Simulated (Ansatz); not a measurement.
# SiGeHO+ (quintet): correlated methods under varied settings

What do other methods and options give for SiGeHO+ (quintet) at this geometry, and how long do they take?

The runs use Ansatz 0.2.0, Gaussian basis; the settings change from run to run.

28 further runs of the same task are left out: 13 that didn't finish, 15 set aside as unsound or not needed. Runs told in other sessions of the task aren't counted.

### 1 What is computed

The geometry is a PBE0/def2-TZVP stationary point (not a proven minimum) of the parent state, kept for this charge and spin. No spin-orbit coupling is included. The filled d shell of Ge may be among the frozen orbitals whatever the setting's name suggests.

4 atoms, charge 1, spin multiplicity 5.

Atoms are counted from 1 here; the program's logs count them from 0.

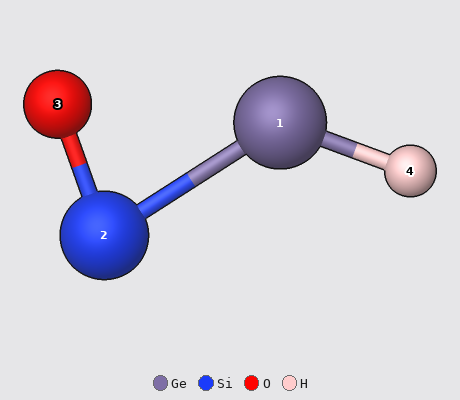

The structure; germanium purple, silicon blue, oxygen red, hydrogen pink; atoms are numbered from 1 in the order of the file.

### 2 CCSDT(Q)/B on UHF/STO-3G

File in.yaml:

```yaml
crystal:
  periodic: [false, false, false]
  atoms:
    - {symbol: Ge, position_ang: [0.000000, -0.041029, 0.851607]}
    - {symbol: Si, position_ang: [0.000000, 0.618777, -1.421905]}
    - {symbol: O, position_ang: [0.000000, -0.956801, -1.503152]}
    - {symbol: H, position_ang: [0.000000, 0.902764, 2.107007]}
basis:
  gaussian: {orbitals: STO-3G}
total_charge: 1
magnetization: {spin_polarized: true, initial_magnetization: 4}
hamiltonian: {pseudopotentials: {relativity: none}}
correlation: {method: ccsdt_q_b, electrons: outside_noble_gas}
accuracy: high
scf: {lower_state_search: light}
```

Run with:

```bash
$ ansatz run in.yaml --threads 1 --pin off --events-out ev --progress --plain --max-ram 2393MiB
```

What it wrote, cut to the lines that bear on the results:

```text
Functional definition: HF
  name "HF"
  cite "Fock, Z. Phys. 61, 126 (1930) doi:10.1007/BF01340294"
  parent pbe
[...]
518 factors; integrals over basis functions are off by at most 2.4e-8 eV
[...]
mean field -65618.65295516 eV, -2411.4410181818 hartree, gradient 1.7e-8 eV, S^2 6.022888; 16 other end points of the search recorded, 0 dependent functions left out
determinant -65618.65295516 eV, -2411.4410181818 hartree, with singles and doubles -65621.50645701 eV, -2411.5458824406 hartree
determinant -65618.55987030 eV, -2411.4375973763 hartree, with singles and doubles -65621.10838890 eV, -2411.5312537073 hartree
determinant -65617.24242376 eV, -2411.3891821089 hartree, with singles and doubles -65619.89874495 eV, -2411.4868001121 hartree
determinant -65616.17858303 eV, -2411.3500866831 hartree, with singles and doubles -65618.53676827 eV, -2411.4367483923 hartree
determinant -65616.13493711 eV, -2411.3484827250 hartree, with singles and doubles -65618.53121994 eV, -2411.4365444948 hartree
determinant -65615.57690022 eV, -2411.3279752475 hartree, with singles and doubles -65618.06194769 eV, -2411.4192990578 hartree
determinant -65615.21717819 eV, -2411.3147557069 hartree, with singles and doubles -65618.16388628 eV, -2411.4230452317 hartree
determinant -65618.65295516 eV, -2411.4410181818 hartree, with singles and doubles -65621.52922738 eV, -2411.5467192362 hartree
determinant -65618.55987030 eV, -2411.4375973763 hartree, with singles and doubles -65621.10848703 eV, -2411.5312573133 hartree
20 core orbitals not correlated, not the lowest: weight in the atoms' cores, before any rotation towards them, 0.823 or more for the frozen orbitals, at most 0.118 for the correlated occupied ones
reference -65618.65295516 eV, -2411.4410181818 hartree; 9, 5 occupied and 4, 8 virtual orbitals, 518 factors
second order -1.95412643 eV of doubles, -0.00000000 eV of singles
cycle   1  -2.28429818 eV  change   -3.3e-1 eV  update   1.2e-1
[...]
cycle  47  -3.13553771 eV  change  -4.8e-10 eV  update  5.6e-10
perturbative correction -0.00252425 eV, -0.0000927646 hartree
Total energy: -65621.79101713 eV, -2411.5563398321 hartree
```

Wall time 11 s (1 thread of Arm Neoverse V1, shared host).

From the report: ⟨S²⟩ of the determinant 6.023 (pure quintet: 6.00); correlation -3.1381 eV; T1 0.061; largest double amplitude 0.09.

### 3 BCCD on UHF/6-31G

File in.yaml:

```yaml
crystal:
  periodic: [false, false, false]
  atoms:
    - {symbol: Ge, position_ang: [0.000000, -0.041029, 0.851607]}
    - {symbol: Si, position_ang: [0.000000, 0.618777, -1.421905]}
    - {symbol: O, position_ang: [0.000000, -0.956801, -1.503152]}
    - {symbol: H, position_ang: [0.000000, 0.902764, 2.107007]}
basis:
  gaussian: {orbitals: 6-31G}
total_charge: 1
magnetization: {spin_polarized: true, initial_magnetization: 4}
correlation: {method: bccd, electrons: valence}
```

Launched as before.

What it wrote, cut to the lines that bear on the results:

```text
Functional definition: HF
  name "HF"
  cite "Fock, Z. Phys. 61, 126 (1930) doi:10.1007/BF01340294"
  parent pbe
[...]
498 factors; integrals over basis functions are off by at most 4.2e-4 eV
[...]
mean field -66365.53170444 eV, -2438.8883059650 hartree, gradient 2.0e-6 eV, S^2 6.027046; 19 other end points of the search recorded, 0 dependent functions left out
determinant -66365.53170444 eV, -2438.8883059650 hartree, with singles and doubles -66374.61718964 eV, -2439.2221913880 hartree
determinant -66365.10881755 eV, -2438.8727651585 hartree, with singles and doubles -66373.86641974 eV, -2439.1946011030 hartree
determinant -66364.29767198 eV, -2438.8429561085 hartree, with singles and doubles -66373.25481493 eV, -2439.1721250408 hartree
determinant -66363.45225146 eV, -2438.8118874777 hartree, with singles and doubles -66372.13082920 eV, -2439.1308193270 hartree
determinant -66363.14235054 eV, -2438.8004988288 hartree, with singles and doubles -66371.61622110 eV, -2439.1119078283 hartree
determinant -66363.05819481 eV, -2438.7974061628 hartree, with singles and doubles -66372.34948424 eV, -2439.1388547513 hartree
determinant -66362.40010218 eV, -2438.7732217048 hartree, with singles and doubles -66371.46771958 eV, -2439.1064504981 hartree
15 core orbitals not correlated: weight in the atoms' cores, before any rotation towards them, 1.000 or more for the frozen orbitals, at most 0.000 for the correlated occupied ones
reference -66365.53170444 eV, -2438.8883059650 hartree; 14, 10 occupied and 24, 28 virtual orbitals, 498 factors
second order -8.60342375 eV of doubles, -0.00000000 eV of singles
cycle   1  -9.03020072 eV  change    5.5e-2 eV  update   2.8e-2
[...]
cycle  15  -9.04853056 eV  change   -8.4e-6 eV  update   1.4e-5
Total energy: -66374.58023500 eV, -2439.2208333298 hartree
```

Run time: 20 s. Hardware: 1 thread of Arm Neoverse V1, shared host.

From the report: ⟨S²⟩ of the determinant 6.027 (pure quintet: 6.00); correlation -9.0485 eV; largest double amplitude 0.07.

### 4 BCCD/6-31G

Edit in.yaml of step 3 so:

```diff
@@ -10,3 +10,6 @@
 total_charge: 1
-magnetization: {spin_polarized: true, initial_magnetization: 4}
-correlation: {method: bccd, electrons: valence}
+magnetization: {spin_polarized: false, initial_magnetization: 4}
+hamiltonian: {xc: {name: r2SCAN}}
+correlation: {method: bccd, electrons: outside_noble_gas}
+accuracy: high
+output: {forces: true}
```

Same command.

What it wrote, cut to the lines that bear on the results:

```text
Functional definition: r2SCAN
  name "r2SCAN"
  cite "Furness, Kaplan, Ning, Perdew & Sun, J. Phys. Chem. Lett. 11, 8208 (2020) doi:10.1021/acs.jpclett.0c02405"
  cite "Furness, Kaplan, Ning, Perdew & Sun, J. Phys. Chem. Lett. 11, 9248 (2020) doi:10.1021/acs.jpclett.0c03077"
  parent r2scan
[...]
969 factors; integrals over basis functions are off by at most 4.6e-9 eV
[...]
mean field -66431.68032884 eV, -2441.3192230745 hartree, gradient 3.0e-8 eV, S^2 6.000000; 5 other end points of the search recorded, 0 dependent functions left out
[...]
20 core orbitals not correlated: weight in the atoms' cores, before any rotation towards them, 0.997 or more for the frozen orbitals, at most 0.001 for the correlated occupied ones
reference -66364.08647269 eV, -2438.8351946781 hartree; 9, 5 occupied and 24, 28 virtual orbitals, 969 factors
second order -6.02006613 eV of doubles, -0.72333852 eV of singles
cycle   1  -5.93914601 eV  change    8.1e-1 eV  update   1.5e-1
[...]
cycle  32  -6.48193945 eV  change  -1.5e-10 eV  update   1.3e-9
[...]
Total energy: -66370.56841214 eV, -2439.0734015592 hartree
Atom 0 at     0.000000    -0.041029     0.851607 Å, force     0.000000    -0.520800     1.595600 eV/Å
Atom 1 at     0.000000     0.618777    -1.421905 Å, force     0.000000     6.649828    -0.750700 eV/Å
Atom 2 at     0.000000    -0.956801    -1.503152 Å, force     0.000000    -6.391558    -0.835907 eV/Å
Atom 3 at     0.000000     0.902764     2.107007 Å, force     0.000000     0.262530    -0.008994 eV/Å
Dipole moment:    -0.000000     0.739673    -0.329572 e Å
```

Run time: 75 s. Hardware: 1 thread of Arm Neoverse V1, shared host; peak memory 0.39 GiB.

From the report: correlation -6.4819 eV; largest double amplitude 0.07.

### 5 CCSD(T) on ROHF/cc-pVDZ

Edit in.yaml of step 4 so:

```diff
@@ -8,8 +8,6 @@
 basis:
-  gaussian: {orbitals: 6-31G}
+  gaussian: {orbitals: cc-pVDZ}
 total_charge: 1
 magnetization: {spin_polarized: false, initial_magnetization: 4}
-hamiltonian: {xc: {name: r2SCAN}}
-correlation: {method: bccd, electrons: outside_noble_gas}
-accuracy: high
-output: {forces: true}
+correlation: {method: ccsd_t, electrons: valence}
+scf: {lower_state_search: full}
```

Same command.

What it wrote, cut to the lines that bear on the results:

```text
Functional definition: HF
  name "HF"
  cite "Fock, Z. Phys. 61, 126 (1930) doi:10.1007/BF01340294"
  parent pbe
[...]
683 factors; integrals over basis functions are off by at most 1.2e-3 eV
[...]
mean field -66376.16451720 eV, -2439.2790546268 hartree, gradient 2.1e-6 eV, S^2 6.000000; 21 other end points of the search recorded, 0 dependent functions left out
[...]
determinant -66376.16451720 eV, -2439.2790546268 hartree, with singles and doubles -66385.11509228 eV, -2439.6079821942 hartree
determinant -66375.81585571 eV, -2439.2662415533 hartree, with singles and doubles -66384.58237139 eV, -2439.5884050624 hartree
determinant -66374.95679931 eV, -2439.2346718130 hartree, with singles and doubles -66384.47147627 eV, -2439.5843297419 hartree
determinant -66373.75548220 eV, -2439.1905242237 hartree, with singles and doubles -66382.55819762 eV, -2439.5140180484 hartree
determinant -66373.72572219 eV, -2439.1894305633 hartree, with singles and doubles -66382.81195459 eV, -2439.5233434452 hartree
determinant -66373.41912968 eV, -2439.1781634964 hartree, with singles and doubles -66382.25092673 eV, -2439.5027260517 hartree
determinant -66376.16451720 eV, -2439.2790546268 hartree, with singles and doubles -66385.18508654 eV, -2439.6105544358 hartree
determinant -66375.81585571 eV, -2439.2662415533 hartree, with singles and doubles -66384.58373926 eV, -2439.5884553308 hartree
[...]
15 core orbitals not correlated: weight in the atoms' cores, before any rotation towards them, 1.000 or more for the frozen orbitals, at most 0.000 for the correlated occupied ones
reference -66376.16451720 eV, -2439.2790546268 hartree; 14, 10 occupied and 35, 39 virtual orbitals, 683 factors
second order -7.71728465 eV of doubles, -0.16208677 eV of singles
cycle   1  -9.02056817 eV  change    1.2e-6 eV  update   3.0e-6
perturbative correction -0.37867268 eV, -0.0139159641 hartree
Total energy: -66385.56375804 eV, -2439.6244703567 hartree
```

Wall time 57 s (1 thread of Arm Neoverse V1, shared host).

From the report: correlation -9.3992 eV; T1 0.057; largest double amplitude 0.06.

### 6 The runs in one table

```
                          level         correlated  functions  energy (eV)  time
       CCSDT(Q)/B on UHF/STO-3G  outside noble gas         33  -65621.7910  11 s
              BCCD on UHF/6-31G            valence         53  -66374.5802  20 s
BCCD/6-31G (on r2SCAN orbitals)  outside noble gas         53  -66370.5684  75 s
        CCSD(T) on ROHF/cc-pVDZ            valence         64  -66385.5638  57 s
```

### 7 Summary of results

| quantity | value |
| --- | --- |
| runs | 4 |
| quickest | CCSDT(Q)/B on UHF/STO-3G, 11 s |
| slowest | BCCD/6-31G (on r2SCAN orbitals), 75 s |

What this shows: Total energies in different bases, with other cores or another treatment of relativity can't be set against each other. «valence» and «outside noble gas» are the program's key words; the logs give how many orbitals each freezes, and for Ga to Kr the 3d shell needn't follow the word's plain sense. BCCD/6-31G (on r2SCAN orbitals) took 7 times as long as CCSDT(Q)/B on UHF/STO-3G; the jobs differ in more than the method.
